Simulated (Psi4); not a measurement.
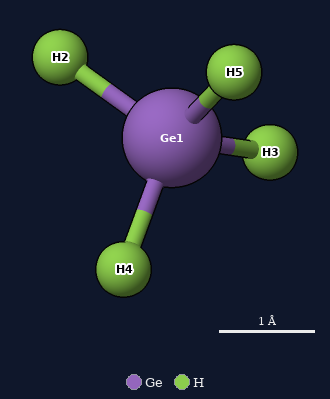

*The input geometry (ball-and-stick view, seen at a tilt; atoms are numbered from 1 in the order of the input). Sticks mark near contacts.*

Bond lengths as drawn: Ge–H 1.53 Å.

# GeH4: energy and gradient calculation

System: GeH4, SMILES [GeH4].
Method: PBE0/def2-TZVP, RKS (Psi4 1.11).

The geometry comes from this level: PBE0-D4/def2-TZVP.

### The program's output
```
gradient() will perform analytic gradient computation.

   => Loading Basis Set <=

    Name: DEF2-TZVP
    Role: ORBITAL
    Keyword: BASIS

         ---------------------------------------------------------
                                   SCF
                              RKS Reference
                        1 Threads,   1525 MiB Core
         ---------------------------------------------------------

  ==> Geometry <==

    Molecular point group: c1
    Full point group: C1

    Geometry (in Angstrom), charge = 0, multiplicity = 1:

       Center              X                  Y                   Z               Mass
    ------------   -----------------  -----------------  -----------------  -----------------
         GE           0.000005747564    -0.000005839553     0.000001716429    73.921177761000
         H            0.000005747564    -0.000005839553     1.534035716429     1.007825032230
         H            0.000005747564     1.446404110423    -0.511128091775     1.007825032230
         H           -1.252894922968    -0.722739905146    -0.511242318282     1.007825032230
         H            1.252461859937    -0.723230050688    -0.511791201686     1.007825032230

  Running in c1 symmetry.

  Rotational constants: A =      2.66565  B =      2.66516  C =      2.66501 [cm^-1]
  Rotational constants: A =  79914.06969  B =  79899.35892  C =  79894.93669 [MHz]
  Nuclear repulsion =   45.420429690593423

  Charge       = 0
  Multiplicity = 1
  Electrons    = 36
  Nalpha       = 18
  Nbeta        = 18

  ==> Algorithm <==

  SCF Algorithm Type is PK.
  DIIS enabled.
  MOM disabled.
  Fractional occupation disabled.
  Guess Type is SAD.
  Energy threshold   = 1.00e-09
  Density threshold  = 1.00e-08
  Integral threshold = 1.00e-12

  ==> Primary Basis <==

  Basis Set: DEF2-TZVP
    Blend: DEF2-TZVP
    Number of shells: 32
    Number of basis functions: 72
    Number of Cartesian functions: 79
    Spherical Harmonics?: true
    Max angular momentum: 3

  ==> DFT Potential <==

   => LibXC <=

    Version 7.1.2

   => Composite Functional: PBE0 <=

    PBE0 Hyb-GGA Exchange-Correlation Functional

    Deriv               =              1
    GGA                 =           TRUE
    Meta                =          FALSE

    Exchange Hybrid     =           TRUE
    MP2 Hybrid          =          FALSE

   => Exchange Functionals <=

    0.7500   Perdew, Burke & Ernzerhof

   => Exact (HF) Exchange <=

    0.2500               HF

   => Correlation Functionals <=

    1.0000   Perdew, Burke & Ernzerhof

   => LibXC Density Thresholds  <==

    XC_HYB_GGA_XC_PBEH:  1.00E-15

   => Molecular Quadrature <=

    Radial Scheme          =       TREUTLER
    Pruning Scheme         =           NONE
    Nuclear Scheme         =       TREUTLER

    Blocking Scheme        =         OCTREE
    BS radius alpha        =              1
    Pruning alpha          =              1
    Radial Points          =             99
    Spherical Points       =            590
    Total Points           =         278694
    Total Blocks           =           2092
    Max Points             =            256
    Max Functions          =             72
    Weights Tolerance      =       1.00E-15

  ==> Integral Setup <==

  Using in-core PK algorithm.
   Calculation information:
      Number of atoms:                   5
      Number of AO shells:              32
      Number of primitives:             62
      Number of atomic orbitals:        79
      Number of basis functions:        72

      Integral cutoff                 1.00e-12
      Number of threads:                 1

  Performing in-core PK
  Using 6909012 doubles for integral storage.
  We computed 139653 shell quartets total.
  Whereas there are 139656 unique shell quartets.

  ==> DiskJK: Disk-Based J/K Matrices <==

    J tasked:                  Yes
    K tasked:                  Yes
    wK tasked:                  No
    Memory [MiB]:              614
    Schwarz Cutoff:          1E-12

  Cached 100.0% of DFT collocation blocks in 0.517 [GiB].

  Minimum eigenvalue in the overlap matrix is 1.2746004616E-02.
  Reciprocal condition number of the overlap matrix is 2.6479760833E-03.
    Using symmetric orthogonalization.

  ==> Pre-Iterations <==

  SCF Guess: Superposition of Atomic Densities via on-the-fly atomic UHF (no occupation information).

   -------------------------
    Irrep   Nso     Nmo
   -------------------------
     A         72      72
   -------------------------
    Total      72      72
   -------------------------

  ==> Iterations <==

                        Total Energy        Delta E     RMS |[F,P]|

   @RKS iter SAD: -2075.86276665027708   -2.07586e+03   0.00000e+00
   @RKS iter   1: -2077.37018414042723   -1.50742e+00   4.38753e-02 ADIIS/DIIS
   @RKS iter   2: -2069.09426923201090    8.27591e+00   1.18928e-01 ADIIS
   @RKS iter   3: -2078.72054762632115   -9.62628e+00   2.32295e-02 ADIIS/DIIS
   @RKS iter   4: -2079.11603027542014   -3.95483e-01   2.03271e-03 ADIIS/DIIS
   @RKS iter   5: -2079.11819627756631   -2.16600e-03   2.54500e-04 ADIIS/DIIS
   @RKS iter   6: -2079.11842076793346   -2.24490e-04   1.53829e-05 DIIS
   @RKS iter   7: -2079.11842102201035   -2.54077e-07   2.75723e-07 DIIS
   @RKS iter   8: -2079.11842102215996   -1.49612e-10   2.03924e-08 DIIS
   @RKS iter   9: -2079.11842102216451   -4.54747e-12   1.70929e-09 DIIS
  Energy and wave function converged.

  ==> Post-Iterations <==

   Electrons on quadrature grid:
      Ntotal   =   35.9999999705 ; deviation = -2.954e-08

    Orbital Energies [Eh]
    ---------------------

    Doubly Occupied:

       1A   -399.090341     2A    -49.909866     3A    -44.390211
       4A    -44.390211     5A    -44.390211     6A     -6.278010
       7A     -4.432589     8A     -4.432589     9A     -4.432588
      10A     -1.229604    11A     -1.229603    12A     -1.229602
      13A     -1.226864    14A     -1.226863    15A     -0.577502
      16A     -0.354915    17A     -0.354890    18A     -0.354878

    Virtual:

      19A      0.039797    20A      0.052697    21A      0.052704
      22A      0.052727    23A      0.175939    24A      0.175942
      25A      0.205726    26A      0.205740    27A      0.205746
      28A      0.277924    29A      0.390246    30A      0.390254
      31A      0.390280    32A      0.471658    33A      0.521500
      34A      0.521503    35A      0.521521    36A      0.871396
      37A      0.871398    38A      0.911877    39A      0.911896
      40A      0.911918    41A      0.988760    42A      0.988799
      43A      0.988812    44A      1.148104    45A      1.148134
      46A      1.148150    47A      1.251475    48A      1.786435
      49A      1.786462    50A      1.786513    51A      1.812316
      52A      1.812353    53A      1.982410    54A      1.982529
      55A      1.982674    56A      2.255431    57A      2.332781
      58A      2.332856    59A      2.332884    60A      2.530747
      61A      2.625557    62A      2.625665    63A      2.625700
      64A      2.661984    65A      2.661989    66A      2.907876
      67A      2.907910    68A      2.907930    69A      4.363335
      70A      4.363420    71A      4.363451    72A      5.608580

    Final Occupation by Irrep:
              A
    DOCC [    18 ]
    NA   [    18 ]
    NB   [    18 ]

  @RKS Final Energy: -2079.11842102216451

   => Energetics <=

    Nuclear Repulsion Energy =             45.4204296905934228
    One-Electron Energy =               -2987.6815401935423324
    Two-Electron Energy =                 923.6852790036034548
    DFT Exchange-Correlation Energy =     -60.5425895228189290
    Empirical Dispersion Energy =           0.0000000000000000
    VV10 Nonlocal Energy =                  0.0000000000000000
    Total Energy =                      -2079.1184210221645117

Computation Completed

Properties will be evaluated at   0.000000,   0.000000,   0.000000 [a0]

Properties computed using the SCF density matrix

 Multipole Moments:

 ------------------------------------------------------------------------------------
     Multipole            Electronic (a.u.)      Nuclear  (a.u.)        Total (a.u.)
 ------------------------------------------------------------------------------------

 L = 1.  Multiply by 2.5417464519 to convert [e a0] to [Debye]
 Dipole X            :          0.0005948           -0.0004491            0.0001457
 Dipole Y            :         -0.0006000            0.0004563           -0.0001437
 Dipole Z            :          0.0001976           -0.0001341            0.0000635
 Magnitude           :                                                    0.0002143

 ------------------------------------------------------------------------------------

	total time  =          7 seconds =       0.12 minutes

         ------------------------------------------------------------
                                   SCF GRAD
         ------------------------------------------------------------

  ==> Geometry <==

    Molecular point group: c1
    Full point group: C1

    Geometry (in Angstrom), charge = 0, multiplicity = 1:

       Center              X                  Y                   Z               Mass
    ------------   -----------------  -----------------  -----------------  -----------------
         GE           0.000005747564    -0.000005839553     0.000001716429    73.921177761000
         H            0.000005747564    -0.000005839553     1.534035716429     1.007825032230
         H            0.000005747564     1.446404110423    -0.511128091775     1.007825032230
         H           -1.252894922968    -0.722739905146    -0.511242318282     1.007825032230
         H            1.252461859937    -0.723230050688    -0.511791201686     1.007825032230

  Nuclear repulsion =   45.420429690593423

  ==> Basis Set <==

  Basis Set: DEF2-TZVP
    Blend: DEF2-TZVP
    Number of shells: 32
    Number of basis functions: 72
    Number of Cartesian functions: 79
    Spherical Harmonics?: true
    Max angular momentum: 3

  ==> DirectJKGrad: Integral-Direct SCF Gradients <==

    Gradient:                    1
    J tasked:                  Yes
    K tasked:                  Yes
    wK tasked:                  No
    Integrals threads:           1
    Schwarz Cutoff:          1E-12

  ==> DFT Potential <==

   => LibXC <=

    Version 7.1.2

   => Composite Functional: PBE0 <=

    PBE0 Hyb-GGA Exchange-Correlation Functional

    Deriv               =              1
    GGA                 =           TRUE
    Meta                =          FALSE

    Exchange Hybrid     =           TRUE
    MP2 Hybrid          =          FALSE

   => Exchange Functionals <=

    0.7500   Perdew, Burke & Ernzerhof

   => Exact (HF) Exchange <=

    0.2500               HF

   => Correlation Functionals <=

    1.0000   Perdew, Burke & Ernzerhof

   => LibXC Density Thresholds  <==

    XC_HYB_GGA_XC_PBEH:  1.00E-15

   => Molecular Quadrature <=

    Radial Scheme          =       TREUTLER
    Pruning Scheme         =           NONE
    Nuclear Scheme         =       TREUTLER

    Blocking Scheme        =         OCTREE
    BS radius alpha        =              1
    Pruning alpha          =              1
    Radial Points          =             99
    Spherical Points       =            590
    Total Points           =         278694
    Total Blocks           =           2092
    Max Points             =            256
    Max Functions          =             72
    Weights Tolerance      =       1.00E-15

  -Total Gradient:
     Atom            X                  Y                   Z
    ------   -----------------  -----------------  -----------------
       1        0.000005048618     0.000000010551     0.000025521398
       2       -0.000011444676     0.000009556494    -0.000108431789
       3       -0.000006449340    -0.000095562490     0.000036769830
       4        0.000064517104     0.000050273469     0.000031501260
       5       -0.000051550760     0.000035511830     0.000014738877

	total time  =          4 seconds =       0.07 minutes

Properties will be evaluated at   0.000000,   0.000000,   0.000000 [a0]

Properties computed using the PBE0 density matrix

 Multipole Moments:

 ------------------------------------------------------------------------------------
     Multipole            Electronic (a.u.)      Nuclear  (a.u.)        Total (a.u.)
 ------------------------------------------------------------------------------------

 L = 1.  Multiply by 2.5417464519 to convert [e a0] to [Debye]
 Dipole X            :          0.0005948           -0.0004491            0.0001457
 Dipole Y            :         -0.0006000            0.0004563           -0.0001437
 Dipole Z            :          0.0001976           -0.0001341            0.0000635
 Magnitude           :                                                    0.0002143

 L = 2.  Multiply by 1.3450342976 to convert [e a0^2] to [Debye ang]
 Quadrupole XX       :        -26.6919409           11.2074527          -15.4844882
 Quadrupole XY       :          0.0008989           -0.0010448           -0.0001459
 Quadrupole XZ       :          0.0015213           -0.0016433           -0.0001220
 Quadrupole YY       :        -26.6890124           11.2042142          -15.4847982
 Quadrupole YZ       :         -0.0010727            0.0011830            0.0001103
 Quadrupole ZZ       :        -26.6898719           11.2053460          -15.4845260
 Traceless XX        :         -0.0016658            0.0017818            0.0001159
 Traceless YY        :          0.0012627           -0.0014567           -0.0001941
 Traceless ZZ        :          0.0004032           -0.0003250            0.0000781

 ------------------------------------------------------------------------------------
  Lowdin Charges: (a.u.)
   Center  Symbol    Alpha    Beta     Spin     Total
       1    GE    15.86784 15.86784  0.00000  0.26431
       2     H     0.53304  0.53304  0.00000 -0.06609
       3     H     0.53304  0.53304  0.00000 -0.06609
       4     H     0.53304  0.53304  0.00000 -0.06608
       5     H     0.53303  0.53303  0.00000 -0.06606

  Total alpha = 18.00000, Total beta = 18.00000, Total charge = -0.00000

  Wiberg Bond Indices using Orthogonal Lowdin Orbitals:

  Irrep: 1 Size: 5 x 5

                 1                   2                   3                   4                   5

    1     0.00000000000000     1.00455909157664     1.00455767670528     1.00455220231226     1.00454374152722
    2     1.00455909157664     0.00000000000000     0.01445534371971     0.01445496552493     0.01445270879415
    3     1.00455767670528     0.01445534371971     0.00000000000000     0.01445371144131     0.01445342627514
    4     1.00455220231226     0.01445496552493     0.01445371144131     0.00000000000000     0.01445213521815
    5     1.00454374152722     0.01445270879415     0.01445342627514     0.01445213521815     0.00000000000000

  Atomic Valences:

 #  #
 Irrep: 1
      1:    4.018212712121404
      2:    1.047922109615427
      3:    1.047920158141446
      4:    1.047913014496654
      5:    1.047902011814665
```

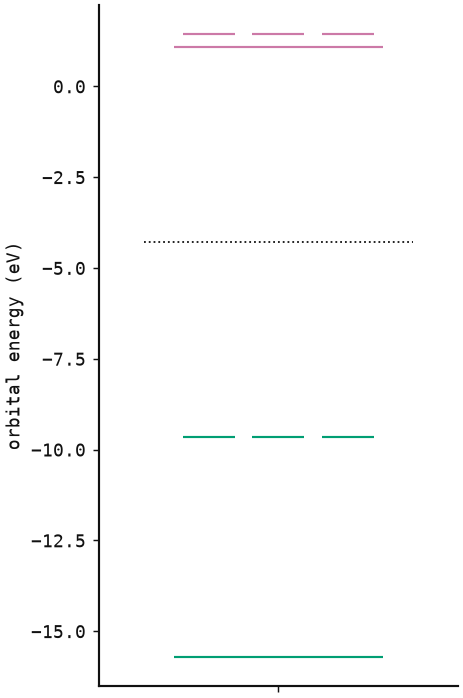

*Orbital energies near the frontier; the dotted line parts filled from empty levels, and levels within 0.02 eV of each other stand side by side.*

Highest filled −9.66 eV, lowest empty 1.08 eV, 10.74 eV apart.

The run was set up as follows.

### Input file (calc.py)
```python
import psi4

psi4.set_memory('1600 MB')
psi4.set_num_threads(1)
psi4.core.set_output_file('output.dat', False)

geom = psi4.geometry("""
0 1
Ge
H 1 1.534034
H 1 1.534065 2 109.4623
H 1 1.534104 2 109.46631 3 -119.97844
H 1 1.534155 2 109.48738 3 120.00406
units angstrom
symmetry c1
""")

options = {'reference': 'rks', 'puream': True, 'e_convergence': 1e-09, 'd_convergence': 1e-08, 'scf_type': 'pk', 'dft_radial_points': 99, 'dft_spherical_points': 590}
psi4.set_options(options)

energy_value, wavefunction = psi4.gradient('pbe0/def2-TZVP', return_wfn=True)
psi4.oeprop(wavefunction, 'QUADRUPOLE', 'WIBERG_LOWDIN_INDICES', 'LOWDIN_CHARGES', title='PBE0')
print('gradient / Eh bohr^-1')
print(energy_value.np.round(6))
print(f'energy = {wavefunction.energy():.10f} Eh')
```

Command:
```bash
python calc.py
```

### Key numbers

| quantity | value |
| --- | --- |
| outcome | converged |
| total energy | −2079.118421 hartree |
| basis functions | 72 |
| largest force | 0.006 eV/Å |
| HOMO | −9.66 eV |
| LUMO | 1.08 eV |
| dipole moment | 0.00 D |
| hardware | 1 thread of Intel Xeon @ 2.90GHz (Ice Lake), 64 GiB of memory available, shared host |
| wall time | 12 s |
| peak memory | 0.84 GiB |
